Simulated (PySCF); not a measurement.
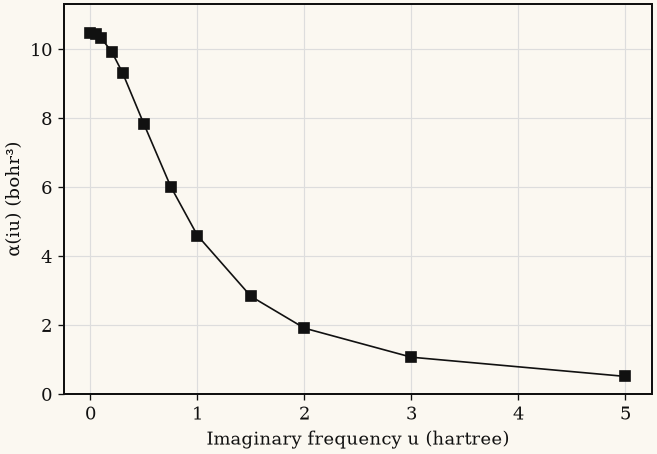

Dipole polarisability at imaginary frequency of an atom or ion with 54 electrons in the configuration [Xe]. Coupled response at the PBE0 level; PySCF, aug-cc-pVTZ-X2C, spin-free X2C-1e, unrestricted single determinants, no spin-orbit coupling.

Question: Which species is it, and what does the curve give?

Answer: Ba III (Ba²⁺). The static dipole polarisability is 10.5 bohr³; α(iu) falls to half of it near u = 0.88 hartree. The Casimir–Polder integral gives C₆ = 73.8 hartree bohr⁶ for two such species.
